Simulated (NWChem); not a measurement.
# C5H6 (2-methyl-1-buten-3-yne) at 4 levels

We compute a comparison of 4 runs (BLYP/6-31G*, CAM-B3LYP/6-31G*, BP86/6-31G**, CCSD(T)/cc-pVDZ) of C5H6 (2-methyl-1-buten-3-yne). 

The results are computed with NWChem 7.3.0.

### Step 1. The structure to begin with

C5H6: 11 atoms, total charge 0, spin state singlet. SMILES: `C#CC(=C)C`. The shape is that of a PBE0-D4/def2-TZVP optimisation.

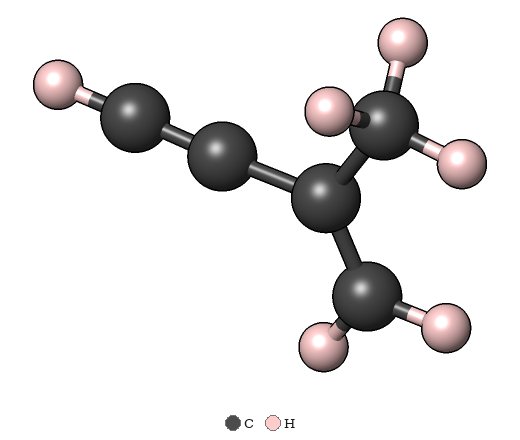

Viewed from a chosen angle; carbon dark grey, hydrogen pink.

### Step 2. Energy and forces at BLYP/6-31G(d) (spherical functions) (run 1)

Contents of c5h6.xyz:

```xyz
11
C5H6
C     -1.345100     1.765600     1.023600
C     -0.786700     0.836000     0.502900
C     -0.073000    -0.237900    -0.105500
C     -0.718400    -1.309500    -0.570900
C      1.416500    -0.080200    -0.182900
H     -1.852900     2.580700     1.482100
H     -0.174900    -2.125300    -1.033200
H     -1.795300    -1.393800    -0.500600
H      1.842600     0.040200     0.816500
H      1.678700     0.815000    -0.752400
H      1.874100    -0.947800    -0.659100
```

Contents of run.py:

```python
from ase.io import read
from ase.calculators.nwchem import NWChem

atoms = read('c5h6.xyz')

calc = NWChem(
    label='c5h6',
    theory='dft',
    memory='2200 mb',
    basis='6-31G*',
    basispar='spherical bse',
    dft={'xc': 'becke88 lyp', 'mult': '1', 'grid': 'xfine', 'convergence': 'energy 1e-08', 'iterations': '100', 'mulliken': None},
)
atoms.calc = calc

forces = atoms.get_forces()
e = atoms.get_potential_energy()
print(f"E = {e:.6f} eV")
print("forces (eV/A):")
for s, f in zip(atoms.symbols, forces):
    print(f"{s:2s} {f[0]:10.5f} {f[1]:10.5f} {f[2]:10.5f}")
print("dipole (e A):", atoms.get_dipole_moment().round(4))
```

Command:

```
$ export ASE_NWCHEM_COMMAND="nwchem PREFIX.nwi > PREFIX.nwo"
$ python run.py
```

Output:

```text
E = -5277.539960 eV
forces (eV/A):
C    -0.74037    1.28720    0.71749
C     0.63085   -1.11889   -0.62241
C     0.06844    0.60591    0.29444
C    -0.39523   -0.68736   -0.30051
C     0.24621    0.00417   -0.01748
H    -0.15000    0.22600    0.12794
H     0.12022   -0.29316   -0.15812
H    -0.34206   -0.09107   -0.00936
H     0.20055    0.04278    0.31455
H     0.15082    0.29552   -0.18964
H     0.21057   -0.27110   -0.15684
dipole (e A): [ 0.0882 -0.0152 -0.0169]
```

The calculator wrote c5h6.nwi:

```
title "c5h6"

permanent_dir c5h6

scratch_dir c5h6

start c5h6

geometry units angstrom nocenter noautosym noautoz
  C  -1.3451000000000000e+00 1.7656000000000001e+00 1.0236000000000001e+00
  C  -7.8669999999999995e-01 8.3599999999999997e-01 5.0290000000000001e-01
  C  -7.2999999999999995e-02 -2.3790000000000000e-01 -1.0550000000000000e-01
  C  -7.1840000000000004e-01 -1.3095000000000001e+00 -5.7089999999999996e-01
  C  1.4165000000000001e+00 -8.0199999999999994e-02 -1.8290000000000001e-01
  H  -1.8529000000000000e+00 2.5807000000000002e+00 1.4821000000000000e+00
  H  -1.7490000000000000e-01 -2.1253000000000002e+00 -1.0331999999999999e+00
  H  -1.7952999999999999e+00 -1.3937999999999999e+00 -5.0060000000000004e-01
  H  1.8426000000000000e+00 4.0200000000000000e-02 8.1650000000000000e-01
  H  1.6787000000000001e+00 8.1499999999999995e-01 -7.5239999999999996e-01
  H  1.8741000000000001e+00 -9.4779999999999998e-01 -6.5910000000000002e-01
end

memory 2200 mb

basis spherical bse noprint
   * library 6-31G*
end

dft
  xc becke88 lyp
  mult 1
  grid xfine
  convergence energy 1e-08
  iterations 100
  mulliken
end

task dft gradient
```

c5h6.nwo:

```text
Northwest Computational Chemistry Package (NWChem) 7.3.0
             --------------------------------------------------------

           Job information
           ---------------

    nwchem branch   = 7.3.0
    use scalapack   = T
    input           = c5h6.nwi
    prefix          = c5h6.
    data base       = c5h6/c5h6.db
    status          = startup
    nproc           =        1

           Memory information
           ------------------

    heap     =     72089594 doubles =      550.0 Mbytes
    stack    =     72089599 doubles =      550.0 Mbytes
    global   =    144179200 doubles =     1100.0 Mbytes (distinct from heap & stack)
    total    =    288358393 doubles =     2200.0 Mbytes
    verify   = yes
    hardfail = no

[... 105 lines left out ...]
  convergence criterion.
[... 35 lines left out ...]
          Spatial weights used:  Erf1
[... 79 lines left out ...]
         Total DFT energy =     -193.946017877390
[... 3 lines left out ...]
 Nuclear repulsion energy =      143.477220177632
[... 647 lines left out ...]
          Convergence on gradient requested:  5.00D-04
[... 22 lines left out ...]
          total energy or number of iterations.
[... 26 lines left out ...]
                         DFT ENERGY GRADIENTS

    atom               coordinates                        gradient
                 x          y          z           x          y          z
   1 C      -2.541870   3.336500   1.934324    0.014398  -0.025032  -0.013953
   2 C      -1.486647   1.579811   0.950343   -0.012268   0.021759   0.012104
   3 C      -0.137950  -0.449566  -0.199366   -0.001331  -0.011783  -0.005726
[... 7 lines of this table left out ...]
  11 H       3.541535  -1.791082  -1.245518   -0.004095   0.005272   0.003050

                 ----------------------------------------
                 |  Time  |  1-e(secs)   |  2-e(secs)   |
                 ----------------------------------------
                 |  CPU   |       0.01   |       1.42   |
                 ----------------------------------------
                 |  WALL  |       0.01   |       1.42   |
                 ----------------------------------------

 Task  times  cpu:       51.4s     wall:       51.4s
 Total times  cpu:       51.4s     wall:       51.4s
```

Wall time 53 s (1 thread of Intel Xeon Platinum 8375C at 2.90GHz (Ice Lake), shared host); peak memory 0.15 GiB.

### Step 3. Energy and forces at CAM-B3LYP/6-31G(d) (spherical functions) (run 2)

Contents of a.xyz:

```xyz
11
C5H6 CAM-B3LYP
C     -1.345100     1.765600     1.023600
C     -0.786700     0.836000     0.502900
C     -0.073000    -0.237900    -0.105500
C     -0.718400    -1.309500    -0.570900
C      1.416500    -0.080200    -0.182900
H     -1.852900     2.580700     1.482100
H     -0.174900    -2.125300    -1.033200
H     -1.795300    -1.393800    -0.500600
H      1.842600     0.040200     0.816500
H      1.678700     0.815000    -0.752400
H      1.874100    -0.947800    -0.659100
```

Contents of run.py:

```python
from ase.io import read
from ase.calculators.nwchem import NWChem

atoms = read('a.xyz')

calc = NWChem(
    label='a',
    theory='dft',
    memory='2200 mb',
    basis='6-31G*',
    basispar='spherical bse',
    dft={'xc': 'xcamb88 1.00 lyp 0.81 vwn_5 0.19 hfexch 1.00', 'cam': '0.33 cam_alpha 0.19 cam_beta 0.46', 'mult': '1', 'grid': 'xfine', 'convergence': 'energy 1e-08', 'direct': None, 'iterations': '100', 'mulliken': None},
)
atoms.calc = calc

forces = atoms.get_forces()
print("Total energy (eV):", round(atoms.get_potential_energy(), 6))
print("forces (eV/A):")
for s, f in zip(atoms.symbols, forces):
    print(f"{s:2s} {f[0]:10.5f} {f[1]:10.5f} {f[2]:10.5f}")
print("dipole (e A):", atoms.get_dipole_moment().round(4))
```

Command:

```
$ export ASE_NWCHEM_COMMAND="nwchem PREFIX.nwi > PREFIX.nwo"
$ python run.py
```

Output:

```text
Total energy (eV): -5276.908735
forces (eV/A):
C    -0.03903    0.06284    0.03522
C    -0.11981    0.16815    0.09626
C    -0.03142   -0.21263   -0.10223
C     0.00617   -0.00046   -0.00103
C     0.12861    0.02355    0.00437
H    -0.03913    0.05867    0.03312
H     0.00005   -0.05862   -0.02900
H    -0.05934   -0.03630   -0.01152
H     0.04983   -0.00437    0.05039
H     0.04289    0.04643   -0.04489
H     0.06130   -0.04726   -0.03070
dipole (e A): [ 0.0816 -0.0227 -0.0199]
```

The calculator wrote a.nwi:

```
title "a"

permanent_dir a

scratch_dir a

start a

geometry units angstrom nocenter noautosym noautoz
  C  -1.3451000000000000e+00 1.7656000000000001e+00 1.0236000000000001e+00
  C  -7.8669999999999995e-01 8.3599999999999997e-01 5.0290000000000001e-01
  C  -7.2999999999999995e-02 -2.3790000000000000e-01 -1.0550000000000000e-01
  C  -7.1840000000000004e-01 -1.3095000000000001e+00 -5.7089999999999996e-01
  C  1.4165000000000001e+00 -8.0199999999999994e-02 -1.8290000000000001e-01
  H  -1.8529000000000000e+00 2.5807000000000002e+00 1.4821000000000000e+00
  H  -1.7490000000000000e-01 -2.1253000000000002e+00 -1.0331999999999999e+00
  H  -1.7952999999999999e+00 -1.3937999999999999e+00 -5.0060000000000004e-01
  H  1.8426000000000000e+00 4.0200000000000000e-02 8.1650000000000000e-01
  H  1.6787000000000001e+00 8.1499999999999995e-01 -7.5239999999999996e-01
  H  1.8741000000000001e+00 -9.4779999999999998e-01 -6.5910000000000002e-01
end

memory 2200 mb

basis spherical bse noprint
   * library 6-31G*
end

dft
  xc xcamb88 1.00 lyp 0.81 vwn_5 0.19 hfexch 1.00
  cam 0.33 cam_alpha 0.19 cam_beta 0.46
  mult 1
  grid xfine
  convergence energy 1e-08
  direct
  iterations 100
  mulliken
end

task dft gradient
```

a.nwo:

```text
Northwest Computational Chemistry Package (NWChem) 7.3.0
             --------------------------------------------------------

           Job information
           ---------------

    nwchem branch   = 7.3.0
    use scalapack   = T
    input           = a.nwi
    prefix          = a.
    data base       = a/a.db
    status          = startup
    nproc           =        1

           Memory information
           ------------------

    heap     =     72089594 doubles =      550.0 Mbytes
    stack    =     72089599 doubles =      550.0 Mbytes
    global   =    144179200 doubles =     1100.0 Mbytes (distinct from heap & stack)
    total    =    288358393 doubles =     2200.0 Mbytes
    verify   = yes
    hardfail = no

[... 106 lines left out ...]
  convergence criterion.
[... 45 lines left out ...]
          Spatial weights used:  Erf1
[... 77 lines left out ...]
         Total DFT energy =     -193.922820759218
[... 3 lines left out ...]
 Nuclear repulsion energy =      143.477220177632
[... 647 lines left out ...]
          Convergence on gradient requested:  5.00D-04
[... 31 lines left out ...]
          total energy or number of iterations.
[... 32 lines left out ...]
                         DFT ENERGY GRADIENTS

    atom               coordinates                        gradient
                 x          y          z           x          y          z
   1 C      -2.541870   3.336500   1.934324    0.000759  -0.001222  -0.000685
   2 C      -1.486647   1.579811   0.950343    0.002330  -0.003270  -0.001872
   3 C      -0.137950  -0.449566  -0.199366    0.000611   0.004135   0.001988
[... 7 lines of this table left out ...]
  11 H       3.541535  -1.791082  -1.245518   -0.001192   0.000919   0.000597

                 ----------------------------------------
                 |  Time  |  1-e(secs)   |  2-e(secs)   |
                 ----------------------------------------
                 |  CPU   |       0.01   |      17.31   |
                 ----------------------------------------
                 |  WALL  |       0.01   |      17.31   |
                 ----------------------------------------

 Task  times  cpu:       92.6s     wall:       92.6s
 Total times  cpu:       92.6s     wall:       92.6s
```

Run time: 94 s. Hardware: 1 thread of Intel Xeon Platinum 8375C at 2.90GHz (Ice Lake), shared host; peak memory 0.14 GiB.

Run 3 isn't shown in full; the table further down has it.

### Step 4. A single-point energy at CCSD(T)/cc-pVDZ (run 4)

Contents of nw.nw:

```
start nw
title "C5H6 ccsd(t)"
memory 2200 mb

geometry noautosym nocenter noautoz
  C     -1.345100     1.765600     1.023600
  C     -0.786700     0.836000     0.502900
  C     -0.073000    -0.237900    -0.105500
  C     -0.718400    -1.309500    -0.570900
  C      1.416500    -0.080200    -0.182900
  H     -1.852900     2.580700     1.482100
  H     -0.174900    -2.125300    -1.033200
  H     -1.795300    -1.393800    -0.500600
  H      1.842600     0.040200     0.816500
  H      1.678700     0.815000    -0.752400
  H      1.874100    -0.947800    -0.659100
end

basis spherical bse
  * library cc-pVDZ
end

scf
  thresh 1e-08
  maxiter 80
  print medium
end

ccsd
  freeze core 5
  maxiter 60
end

task ccsd(t) energy
```

Command:

```
$ nwchem nw.nw > nw.out
```

Output:

```text
[...]
  functions       =   100
[...]
  wavefunction    = RHF
[...]
         Total SCF energy =   -192.762791788597
      One-electron energy =   -542.702329930746
      Two-electron energy =    206.462317964516
 Nuclear repulsion energy =    143.477220177633
        Time for solution =     30.6s
[...]
 Total MP2 energy:           -193.420107280519403
[...]
             energy      energy      error      ampl     ampl      Block
                                                time     time      time
[...]
 Total CCSD energy:           -193.465077717527436
[...]
 Total CCSD+T(CCSD) energy:           -193.493742923181884
[...]
 Total CCSD(T) energy:                -193.492913932058968
[...]
```

It took 4.5 min on 1 thread of Intel Xeon Platinum 8375C at 2.90GHz (Ice Lake), shared host; peak memory 0.36 GiB.

### Step 5. Overview of the runs

```
run                                   level  integration grid      task  energy (Eh)  dipole moment (D)  HOMO energy (eV)  LUMO energy (eV)  wall time
  1       BLYP/6-31G* (spherical functions)             xfine  gradient  -193.946018               0.44             -5.35             -0.99       53 s
  2  CAM-B3LYP/6-31G* (spherical functions)             xfine  gradient  -193.922821               0.42             -7.90              0.97       94 s
  3      BP86/6-31G** (spherical functions)              fine  gradient  -194.043239               0.47             -5.68             -1.32       31 s
  4                         CCSD(T)/cc-pVDZ                 –    energy  -193.492914                  –             -9.13              3.40    4.5 min
```

### Step 6. What came out

| quantity | value |
| --- | --- |
| run 4: total energy | -193.49291 Eh |
| run 4: HOMO energy (Hartree–Fock orbitals) | -9.13 eV |
| run 4: LUMO energy (Hartree–Fock orbitals) | 3.40 eV |
| run 4: HOMO–LUMO gap (Hartree–Fock orbitals) | 12.53 eV |
| run 4: correlation energy (5 core orbitals frozen) | -730.1 mEh |
| run 4: (T) correction | -27.84 mEh |

Over runs 1, 2, 3 the dipole moment (its size) runs from 0.42 D (CAM-B3LYP/6-31G*) to 0.47 D (BP86/6-31G**). The two ends differ in method and basis. Over runs 1, 2, 3 the HOMO–LUMO gap runs from 4.36 eV (BP86/6-31G**) to 8.87 eV (CAM-B3LYP/6-31G*). Totals of different functionals can't be ranked against each other. All runs together took 7.4 min, the longest 4.5 min.
